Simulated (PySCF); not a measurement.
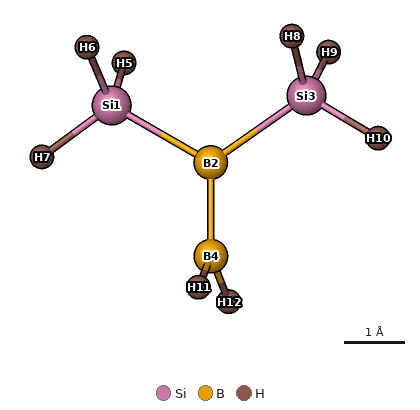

**Figure 1.** The structure as given in the input (ball-and-stick view, seen at a tilt; atoms are numbered from 1 in the order of the input). Bond lengths as drawn: B–B 1.59 Å, B–H 1.17 to 1.19 Å, B–Si 1.99 to 2.00 Å and H–Si 1.44 to 1.49 Å.

B₂Si₂H₈: geometry relaxation

System: B₂Si₂H₈.
Method: PBE0-D3(BJ)/def2-SVP geometry optimisation, gas phase (PySCF 2.14.0).

## The input
```
{"job": {"xc": "PBE0", "basis": "def2-SVP", "d3": "d3bj", "grid": 2, "kind": "geom", "shake": 0.01}, "charge": 0, "multiplicity": 1}
Si     1.748031    -0.501963    -0.272005
B     -0.032199     0.288961     0.193953
Si    -1.630659    -0.664801    -0.500150
B     -0.129161     1.605108     1.076022
H      1.940529    -0.547235    -1.744001
H      1.886924    -1.849998     0.218856
H      2.919647     0.241608     0.234919
H     -1.675901    -2.043904    -0.001798
H     -1.623275    -0.746132    -1.944405
H     -2.923834    -0.079404    -0.139277
H     -0.248930     1.581028     2.263112
H     -0.192683     2.689147     0.631773
```

The first line tells a small driver script what to run in PySCF; the rest is the geometry in Å.

Run as:
```bash
OMP_NUM_THREADS=1 python <driver script> task.json out
```

## The program's output
```
step   0  E = -632.87130078  max force = 0.021001
step   1  E = -632.87726707  max force = 0.002843
step   2  E = -632.87736792  max force = 0.000762
step   3  E = -632.87737618  max force = 0.000266
optimisation converged
```

## Trajectory as extended XYZ (Å, eV, eV/Å), 4 frames, from step=0 to step=3
```
12
Properties=species:S:1:pos:R:3:forces:R:3 step=0 energy=-17221.30527
Si    1.7480   -0.5020   -0.2720    0.2028   0.7978  -0.3605
B    -0.0322    0.2890    0.1940    0.3140  -0.3026  -0.1932
Si   -1.6307   -0.6648   -0.5001   -0.2142   0.0886   0.4829
B    -0.1292    1.6051    1.0760   -0.3071  -0.2663   0.3118
H     1.9405   -0.5472   -1.7440   -0.1501  -0.0058  -0.3002
H     1.8869   -1.8500    0.2189   -0.0626  -1.0799   0.4178
H     2.9196    0.2416    0.2349    0.2326   0.2609   0.2189
H    -1.6759   -2.0439   -0.0018    0.1528  -0.5799   0.2674
H    -1.6233   -0.7461   -1.9444    0.1873   0.0029  -1.0453
H    -2.9238   -0.0794   -0.1393   -0.5057   0.3540   0.2111
H    -0.2489    1.5810    2.2631    0.0687  -0.1676   0.5184
H    -0.1927    2.6892    0.6318    0.0816   0.8979  -0.5291
12
Properties=species:S:1:pos:R:3:forces:R:3 step=1 energy=-17221.46762
Si    1.7919   -0.4900   -0.2948   -0.1162   0.0577  -0.0551
B    -0.0164    0.2834    0.1700   -0.0287   0.0287   0.0125
Si   -1.6549   -0.6811   -0.5160    0.1462  -0.0131   0.0524
B    -0.1550    1.6196    1.0642    0.0626   0.0696   0.0480
H     1.9067   -0.5375   -1.7909    0.0295   0.0015   0.0499
H     1.8475   -1.8899    0.2259    0.0326  -0.0637   0.0169
H     2.9584    0.2690    0.2538   -0.0060  -0.0160  -0.0204
H    -1.6225   -2.0832    0.0166   -0.0399   0.0223  -0.0207
H    -1.5610   -0.7387   -2.0079   -0.0394  -0.0166  -0.0467
H    -2.9588   -0.0533   -0.1407   -0.0023  -0.0148  -0.0058
H    -0.2281    1.5628    2.2757   -0.0161  -0.0141  -0.0221
H    -0.1743    2.7325    0.5776   -0.0223  -0.0415  -0.0091
12
Properties=species:S:1:pos:R:3:forces:R:3 step=2 energy=-17221.47036
Si    1.7810   -0.4935   -0.2970   -0.0274   0.0059   0.0032
B    -0.0151    0.2945    0.1774   -0.0081   0.0139   0.0043
Si   -1.6404   -0.6817   -0.5166    0.0392   0.0104   0.0083
B    -0.1513    1.6316    1.0723   -0.0107   0.0141   0.0192
H     1.8969   -0.5405   -1.7902    0.0095  -0.0022  -0.0023
H     1.8383   -1.8977    0.2222    0.0074  -0.0066  -0.0011
H     2.9559    0.2558    0.2436    0.0137  -0.0034  -0.0035
H    -1.6132   -2.0830    0.0138   -0.0093  -0.0019  -0.0048
H    -1.5533   -0.7428   -2.0112   -0.0102  -0.0059  -0.0034
H    -2.9494   -0.0629   -0.1458   -0.0128  -0.0048  -0.0034
H    -0.2324    1.5725    2.2823    0.0049  -0.0069  -0.0054
H    -0.1833    2.7414    0.5826    0.0037  -0.0126  -0.0113
12
Properties=species:S:1:pos:R:3:forces:R:3 step=3 energy=-17221.47059
Si    1.7779   -0.4937   -0.2968    0.0001   0.0018   0.0055
B    -0.0159    0.2985    0.1805   -0.0013  -0.0012  -0.0035
Si   -1.6371   -0.6815   -0.5166    0.0012   0.0061  -0.0008
B    -0.1523    1.6354    1.0754   -0.0007   0.0027   0.0137
H     1.8945   -0.5409   -1.7900    0.0003  -0.0006  -0.0028
H     1.8350   -1.8992    0.2203   -0.0013   0.0027  -0.0016
H     2.9581    0.2504    0.2408    0.0026  -0.0018  -0.0007
H    -1.6108   -2.0832    0.0123    0.0003  -0.0028   0.0002
H    -1.5511   -0.7443   -2.0114   -0.0004  -0.0010   0.0017
H    -2.9503   -0.0680   -0.1492   -0.0024  -0.0014  -0.0013
H    -0.2310    1.5765    2.2854    0.0006  -0.0023  -0.0013
H    -0.1837    2.7435    0.5829    0.0011  -0.0023  -0.0089
```

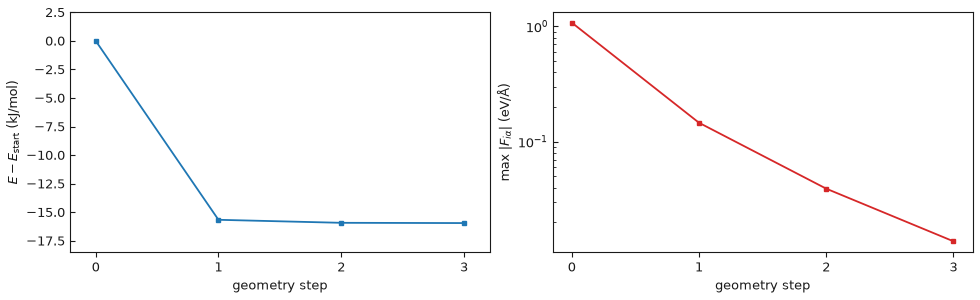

**Figure 2.** Progress of the relaxation, step by step (steps are counted from 0).

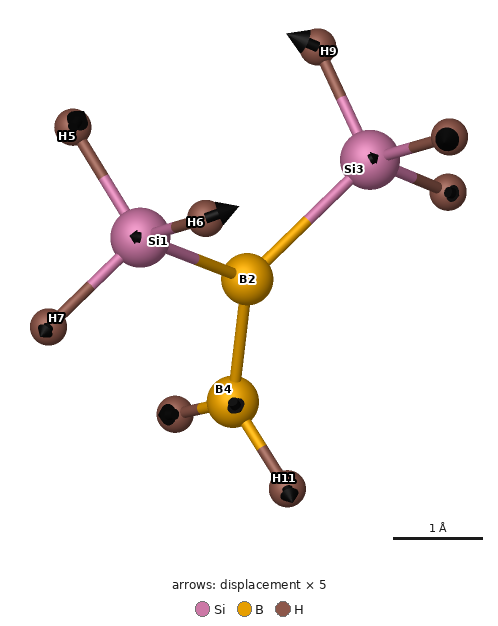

**Figure 3.** The starting structure with the displacements as black arrows, magnified 5 times (ball-and-stick view, seen at a tilt). The two geometries are laid on each other by the best rigid fit. Over 3 geometry steps the energy falls by 16.0 kJ/mol. Largest force component: 1.1 eV/Å at the start, 0.014 eV/Å at the end. H6 moves most after the best rigid fit: 0.081 Å. Largest moves by element: H 0.081 Å, B 0.043 Å, Si 0.026 Å. Distances before and after: Si1–H6 1.441 → 1.499 Å, Si3–H9 1.447 → 1.499 Å, B4–H12 1.173 → 1.213 Å, B2–Si3 1.987 → 2.019 Å. Among the angles that change: H11–B4–H12 112.9° → 116.6°, H5–Si1–H7 104.6° → 108.2°, B2–Si1–H6 112.1° → 108.7°. (Atoms are counted from 1 in the order of the input.)

## Results in brief

| quantity | value |
| --- | --- |
| outcome | converged |
| total energy | −632.877376 hartree |
| dipole moment | 0.10 D |
| point group | C2v |
| hardware | 1 CPU thread, shared host |
| wall time | 18 s |
| peak memory | 0.54 GiB |
